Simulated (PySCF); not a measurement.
## A study: C3H9B, SMILES `CB(C)C`

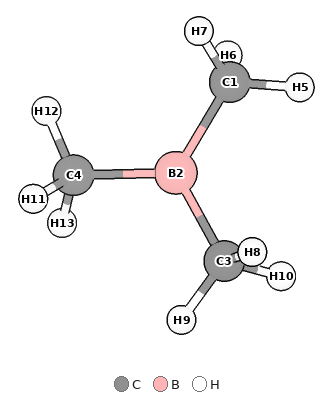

The molecule, with its atoms numbered as below. No frequency check shows the geometry to be a minimum.

Geometry (Å), atoms numbered from 1:

```
C1      -1.5613    0.2271   -0.0000
B2       0.0004    0.0000   -0.0002
C3       0.9772    1.2385   -0.0000
C4       0.5839   -1.4656   -0.0000
H5      -1.8633    1.2716    0.0006
H6      -2.0173   -0.2488   -0.8678
H7      -2.0173   -0.2488    0.8677
H8       0.7931    1.8714    0.8677
H9       2.0328    0.9778    0.0006
H10      0.7931    1.8714   -0.8678
H11      1.2241   -1.6226    0.8677
H12     -0.1697   -2.2494    0.0006
H13      1.2241   -1.6226   -0.8678
```

Part 1: Bonding charge

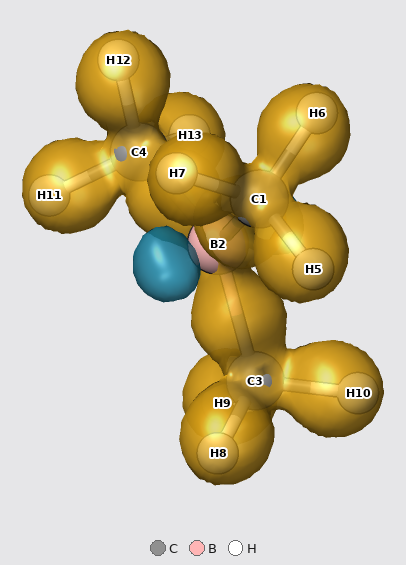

Deformation density (molecule less spherical, spin-averaged free atoms at the same positions), surfaces at ±0.15 e/Å³; yellow: gain, teal: loss.

PySCF calculation, ωB97X/def2-TZVP, gas phase; geometry: GFN2-xTB.

Q: Describe the bonding that the map shows.

A: C1–H5, C3–H9 and C4–H12: +0.70 e/Å³ at the bond critical point (bond length 1.09 Å, Mayer order 1.0). C1–H7, C3–H8, C4–H11, C1–H6 and 2 more like them: +0.67 e/Å³ at the bond critical point (bond length 1.09 Å, Mayer order 0.9). B2–C3, B2–C4 and C1–B2: +0.46 e/Å³ at the bond critical point (bond length 1.58 Å, Mayer order 1.0). In all, 3.0 electrons gather in the regions of gain relative to the promolecule.

Q: Where do the Hirshfeld charges lie?

A: The highest Hirshfeld charge is on B2 (+0.23 e), the lowest on C1, C3 and C4 (−0.21 e).

```
atom  charge (e)
  C1       −0.21
  B2       +0.23
  C3       −0.21
  C4       −0.21
  H5       +0.04
  H6       +0.05
  H7       +0.05
  H8       +0.05
  H9       +0.04
 H10       +0.05
 H11       +0.05
 H12       +0.04
 H13       +0.05
```

Part 2: Bond critical points

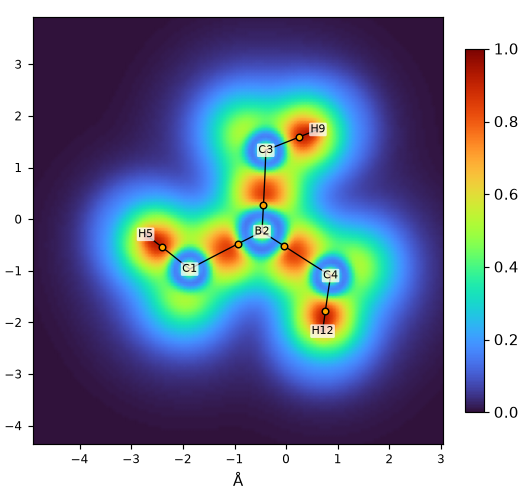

Localised orbital locator (LOL) in the plane of C1, B2, C3, C4, H5, H9 and H12, with bond paths and bond critical points (dots).

Q: What values does LOL take at the bond critical points in this plane?

A: C1–H5, C3–H9 and C4–H12: about 0.88; B2–C3, B2–C4 and C1–B2: about 0.57. Values above 0.5 mark slow, localised electrons, as in shared pairs; low values at a critical point mark a polar or closed-shell contact whose critical point lies between the shells.

Q: Where along B2–C3 does the critical point lie?

A: 0.52 Å from B2 and 1.06 Å from C3.

Part 3: Electrostatic potential

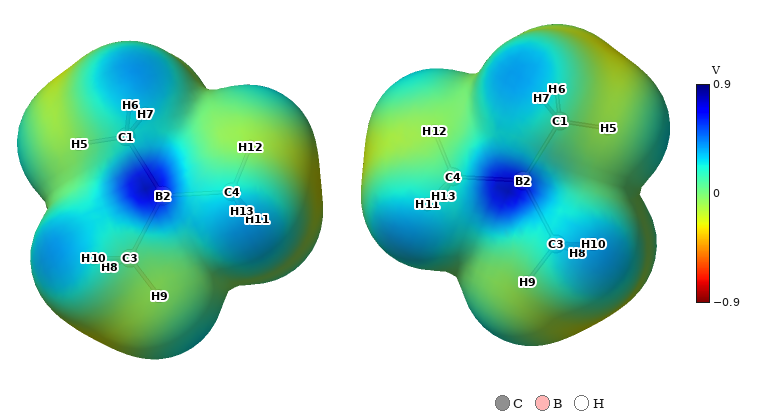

Electrostatic potential on the surface of electron density 0.001 a.u. (back view left, front view right).

Q: Where are the extremes of the potential on the surface?

A: Highest: 0.81 V, over B2, off the plane of its three bonds (1.8 Å), and at like points elsewhere. Further maxima include 0.40 V, 1.4 Å from H6, and at like points elsewhere. Lowest: −0.27 V, near H5 (1.80 Å), H6 (1.87 Å), H7 (1.94 Å) and C1 (1.98 Å), and at like points elsewhere. The surface is sampled at points, so like sites can differ by a few per cent and only the strongest of them is named.

Part 4: In an electric field

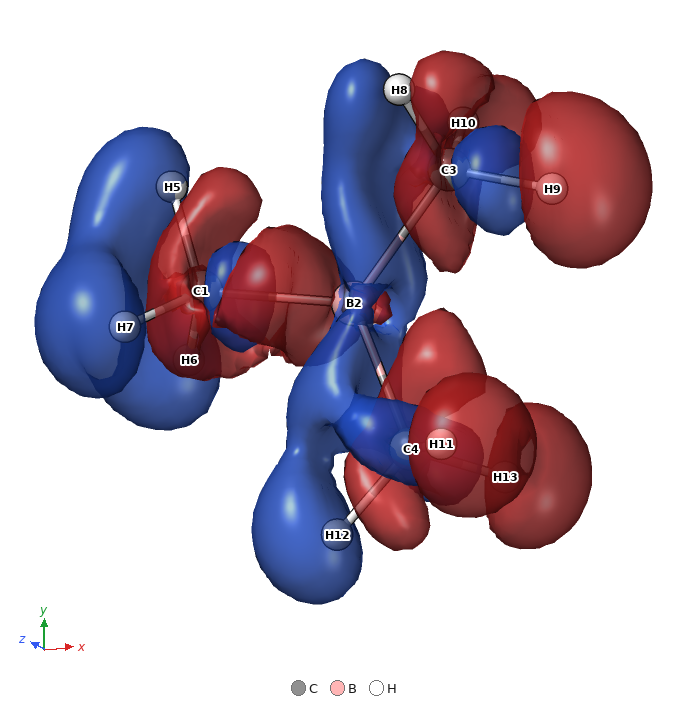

Change of the electron density in a uniform field of 0.21 V/Å, surfaces at ±0.0015 e/Å³ (red: gain, blue: loss).

Level of theory: ωB97X/def2-TZVP (PySCF), at a geometry from GFN2-xTB. A basis without diffuse functions makes polarisabilities too small.

The field was applied in both directions; the picture shows the one opposite to the script's first.

Q: Along which Cartesian direction does the field point?

A: Along −x: electrons gather on the +x side, against the field.

Q: What dipole is induced, and what polarisability does it imply?

A: The induced dipole is 0.55 D (along the field); α along this axis, from the fields in both directions, is 54 bohr³ (8.0 Å³).

The PySCF runs shown took 19 s and 44 s on 1 thread of Intel(R) Xeon(R) Platinum 8259CL CPU @ 2.50GHz (Skylake/Cascade Lake) (shared host).
